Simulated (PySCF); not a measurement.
**CH3F (fluoromethane) at CISD/STO-6G**

Aim: the vertical ionisation energy of CH3F (fluoromethane) at CISD/STO-6G, from 2 runs. Input form: a Python script.

The results are computed with PySCF 2.14.0.

8 further runs of the same task are left out: 1 that didn't finish, 7 set aside as unsound or not needed.

## Step 1: The system as given

CH3F: 5 atoms, total charge 0, spin state singlet. As SMILES, `CF`. The coordinates come from a PBE0-D4/def2-TZVP relaxation.

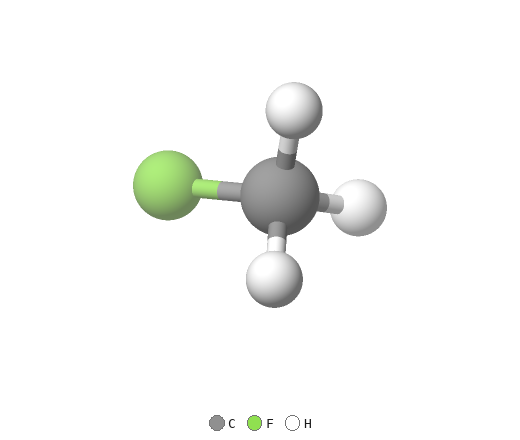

The structure, seen from a chosen angle (carbon grey, fluorine green, hydrogen white).

## Step 2: The energy at CISD/STO-6G

Input file job.py:

```python
# CF
from pyscf import gto, scf, ci

molecule = gto.M(
    atom='''
C     -0.095809     0.062172     0.014740
F      2.067549    -1.342650    -0.318608
H     -1.736091    -1.184669    -0.109604
H     -0.198043     1.504222    -1.458869
H     -0.037417     0.960926     1.872152
''',
    max_memory=1860,
    basis='sto-6g',
    verbose=4,
    spin=0,
    unit='bohr',
)

mf = scf.RHF(molecule)
mf.conv_tol = 1e-10
mf.kernel()
if not mf.converged:
    mf = mf.newton().run(mf.mo_coeff, mf.mo_occ)

cisd = ci.CISD(mf, frozen=2)
cisd.kernel()
etot = cisd.e_tot
print('Final energy', etot)
```

On the command line:

```
$ OMP_NUM_THREADS=1 python job.py
```

What it wrote:

```text
PySCF version 2.14.0

[INPUT] num. atoms = 5
[INPUT] num. electrons = 18
[INPUT] charge = 0
[INPUT] spin (= nelec alpha-beta = 2S) = 0
[INPUT] symmetry False subgroup None
[INPUT] Mole.unit = bohr
[INPUT] Symbol           X                Y                Z      unit          X                Y                Z       unit  Magmom
[INPUT]  1 C     -0.050699939401   0.032900005557   0.007800072089 AA   -0.095809000000   0.062172000000   0.014740000000 Bohr   0.0
[INPUT]  2 F      1.094099813260  -0.710499782242  -0.168600092817 AA    2.067549000000  -1.342650000000  -0.318608000000 Bohr   0.0
[INPUT]  3 H     -0.918699793283  -0.626899837283  -0.057999939026 AA   -1.736091000000  -1.184669000000  -0.109604000000 Bohr   0.0
[INPUT]  4 H     -0.104799842382   0.796000002565  -0.772000228518 AA   -0.198043000000   1.504222000000  -1.458869000000 Bohr   0.0
[INPUT]  5 H     -0.019800223701   0.508500140581   0.990700173778 AA   -0.037417000000   0.960926000000   1.872152000000 Bohr   0.0

nuclear repulsion = 37.4512548728416
number of shells = 9
number of NR pGTOs = 78
number of NR cGTOs = 13
basis = sto-6g
ecp = {}

******** <class 'pyscf.scf.hf.RHF'> ********
method = RHF
initial guess = minao
damping factor = 0
level_shift factor = 0
DIIS = <class 'pyscf.scf.diis.CDIIS'>
diis_start_cycle = 1
diis_space = 8
diis_damp = 0
SCF conv_tol = 1e-10
SCF conv_tol_grad = None
SCF max_cycles = 50
direct_scf = True
direct_scf_tol = 1e-13
Set gradient conv threshold to 1e-05
Initial guess from minao.
init E= -138.429333967947
  HOMO = -0.37917217405136  LUMO = 0.365697030193931  gap/eV = 20.26892
cycle= 1 E= -138.410814762228  delta_E= 0.0185  |g|= 0.371  |ddm|= 2.33
  HOMO = -0.325249343779839  LUMO = 0.560144198566492  gap/eV = 24.09279
cycle= 2 E= -138.470096088311  delta_E= -0.0593  |g|= 0.0895  |ddm|= 0.626
  HOMO = -0.408642302877374  LUMO = 0.592329556136825  gap/eV = 27.23783
cycle= 3 E= -138.472832504317  delta_E= -0.00274  |g|= 0.0222  |ddm|= 0.121
  HOMO = -0.424068701360811  LUMO = 0.582809417747892  gap/eV = 27.39855
cycle= 4 E= -138.473133925494  delta_E= -0.000301  |g|= 0.00321  |ddm|= 0.0517
  HOMO = -0.423024171315232  LUMO = 0.584113794974818  gap/eV = 27.40562
cycle= 5 E= -138.473140059042  delta_E= -6.13e-06  |g|= 0.000341  |ddm|= 0.00834
  HOMO = -0.423210387032423  LUMO = 0.584104523584755  gap/eV = 27.41043
cycle= 6 E= -138.473140116652  delta_E= -5.76e-08  |g|= 1.61e-05  |ddm|= 0.000704
  HOMO = -0.423217127348848  LUMO = 0.584076823101233  gap/eV = 27.40986
cycle= 7 E= -138.473140116765  delta_E= -1.13e-10  |g|= 1.63e-06  |ddm|= 2.95e-05
  HOMO = -0.423217868083304  LUMO = 0.584078437748025  gap/eV = 27.40993
cycle= 8 E= -138.473140116766  delta_E= -1.05e-12  |g|= 7.83e-08  |ddm|= 2.78e-06
  HOMO = -0.423217769287658  LUMO = 0.584078246216541  gap/eV = 27.40992
Extra cycle  E= -138.473140116766  delta_E= 8.53e-14  |g|= 1.61e-08  |ddm|= 1.11e-07
converged SCF energy = -138.473140116766

******** <class 'pyscf.ci.cisd.RCISD'> ********
CISD nocc = 7, nmo = 11
frozen orbitals 2
max_cycle = 50
direct = 0
conv_tol = 1e-09
max_cycle = 50
max_space = 12
lindep = 0
nroots = 1
Init t2, MP2 energy = -0.0685059135219985
RCISD converged
E(RCISD) = -138.564400860754  E_corr = -0.09126074398780361
Final energy -138.56440086075398
```

Wall time 0.7 s (1 thread of Arm Neoverse V1, shared host); peak memory 0.1 GiB.

## Step 3: The doublet cation at the same level

Input file run.py:

```python
from pyscf import gto, scf, ci

system = gto.M(
    atom='''
C   -0.050700   0.032900   0.007800
F    1.094100  -0.710500  -0.168600
H   -0.918700  -0.626900  -0.058000
H   -0.104800   0.796000  -0.772000
H   -0.019800   0.508500   0.990700
''',
    spin=1,
    max_memory=1860,
    basis='sto-6g',
    charge=1,
    verbose=4,
)

hf = scf.UHF(system)
hf.conv_tol = 1e-10
hf.kernel()
if not hf.converged:
    hf = hf.newton().run(hf.mo_coeff, hf.mo_occ)

cisd = ci.CISD(hf, frozen=2)
cisd.kernel()
energy = cisd.e_tot
print(f'total energy: {energy:.8f} hartree')
```

On the command line:

```
$ OMP_NUM_THREADS=1 python run.py
```

What it wrote:

```text
PySCF version 2.14.0

[INPUT] num. atoms = 5
[INPUT] num. electrons = 17
[INPUT] charge = 1
[INPUT] spin (= nelec alpha-beta = 2S) = 1
[INPUT] symmetry False subgroup None
[INPUT] Mole.unit = angstrom
[INPUT] Symbol           X                Y                Z      unit          X                Y                Z       unit  Magmom
[INPUT]  1 C     -0.050700000000   0.032900000000   0.007800000000 AA   -0.095809114515   0.062171989498   0.014739863772 Bohr   0.0
[INPUT]  2 F      1.094100000000  -0.710500000000  -0.168600000000 AA    2.067549352887  -1.342650411503  -0.318607824602 Bohr   0.0
[INPUT]  3 H     -0.918700000000  -0.626900000000  -0.058000000000 AA   -1.736091390638  -1.184669307490  -0.109604115225 Bohr   0.0
[INPUT]  4 H     -0.104800000000   0.796000000000  -0.772000000000 AA   -0.198043297854   1.504221995154  -1.458868568164 Bohr   0.0
[INPUT]  5 H     -0.019800000000   0.508500000000   0.990700000000 AA   -0.037416577266   0.960925734341   1.872151671607 Bohr   0.0

nuclear repulsion = 37.4512500732958
number of shells = 9
number of NR pGTOs = 78
number of NR cGTOs = 13
basis = sto-6g
ecp = {}

******** <class 'pyscf.scf.uhf.UHF'> ********
method = UHF
initial guess = minao
damping factor = 0
level_shift factor = 0
DIIS = <class 'pyscf.scf.diis.CDIIS'>
diis_start_cycle = 1
diis_space = 8
diis_damp = 0
SCF conv_tol = 1e-10
SCF conv_tol_grad = None
SCF max_cycles = 50
direct_scf = True
direct_scf_tol = 1e-13
number electrons alpha = 9  beta = 8
Set gradient conv threshold to 1e-05
init E= -138.429333444434
[... the frontier-level lines of each cycle are left out ...]


cycle= 1 E= -137.93918870841  delta_E= 0.49  |g|= 0.365  |ddm|= 1.67
cycle= 2 E= -138.0558013664  delta_E= -0.117  |g|= 0.225  |ddm|= 0.715
cycle= 3 E= -138.088110457879  delta_E= -0.0323  |g|= 0.0902  |ddm|= 0.218
cycle= 4 E= -138.110350189125  delta_E= -0.0222  |g|= 0.0676  |ddm|= 0.211
cycle= 5 E= -138.126697722852  delta_E= -0.0163  |g|= 0.0412  |ddm|= 0.438
cycle= 6 E= -138.128474796513  delta_E= -0.00178  |g|= 0.0135  |ddm|= 0.141
cycle= 7 E= -138.128868837354  delta_E= -0.000394  |g|= 0.00344  |ddm|= 0.0397
cycle= 8 E= -138.128891528401  delta_E= -2.27e-05  |g|= 0.0012  |ddm|= 0.0109
cycle= 9 E= -138.128893724149  delta_E= -2.2e-06  |g|= 0.00023  |ddm|= 0.00348
cycle= 10 E= -138.128893858224  delta_E= -1.34e-07  |g|= 9.96e-05  |ddm|= 0.000809
cycle= 11 E= -138.128893888322  delta_E= -3.01e-08  |g|= 5.93e-05  |ddm|= 0.000371
cycle= 12 E= -138.128893902875  delta_E= -1.46e-08  |g|= 3.5e-05  |ddm|= 0.000239
cycle= 13 E= -138.128893910831  delta_E= -7.96e-09  |g|= 8.63e-06  |ddm|= 0.000274
cycle= 14 E= -138.128893911184  delta_E= -3.53e-10  |g|= 2.48e-06  |ddm|= 6.18e-05
cycle= 15 E= -138.128893911198  delta_E= -1.47e-11  |g|= 8.58e-07  |ddm|= 9.23e-06
Extra cycle  E= -138.1288939112  delta_E= -1.59e-12  |g|= 7.37e-07  |ddm|= 1.55e-06
converged SCF energy = -138.1288939112  <S^2> = 0.75376868  2S+1 = 2.0037651

******** <class 'pyscf.ci.ucisd.UCISD'> ********
CISD nocc = (np.int64(7), np.int64(6)), nmo = (11, 11)
frozen orbitals 2
max_cycle = 50
direct = 0
conv_tol = 1e-09
max_cycle = 50
max_space = 12
lindep = 0
nroots = 1
Init t2, MP2 energy = -0.0601988588465951
UCISD converged
E(UCISD) = -138.212973247524  E_corr = -0.08407933632426383
total energy: -138.21297325 hartree
```

Run time: 0.84 s. Hardware: 1 thread of Arm Neoverse V1, shared host; peak memory 0.1 GiB.

## Step 4: Results

At CISD/STO-6G, 2 core orbitals frozen:

| quantity | value |
| --- | --- |
| singlet CH3F: total energy | -138.56440 Eh |
| singlet CH3F: dipole moment (Hartree–Fock density) | 1.23 D |
| singlet CH3F: HOMO energy (Hartree–Fock orbitals) | -11.52 eV |
| singlet CH3F: LUMO energy (Hartree–Fock orbitals) | 15.89 eV |
| singlet CH3F: HOMO–LUMO gap (Hartree–Fock orbitals) | 27.41 eV |
| singlet CH3F: correlation energy (2 core orbitals frozen) | -91.3 mEh |
| doublet cation: total energy | -138.21297 Eh |
| doublet cation: HOMO energy (Hartree–Fock orbitals) (highest over α and β) | -23.30 eV |
| doublet cation: LUMO energy (Hartree–Fock orbitals) (lowest over α and β) | -6.94 eV |
| doublet cation: correlation energy (2 core orbitals frozen) | -84.1 mEh |
| doublet cation: ⟨S²⟩ of the reference determinant | 0.754 |
| vertical ionisation energy (to the doublet cation) | 9.563 eV |

The vertical ionisation energy comes to 9.56 eV (923 kJ/mol). In a minimal basis such a difference can be off by several eV, whatever the method. Mulliken charges (singlet CH3F) of the mean-field density run from -0.16 on F2 to +0.07 on H3; they depend strongly on the basis. Mulliken charges (doublet cation) of the mean-field density run from -0.05 on C1 to +0.39 on F2.
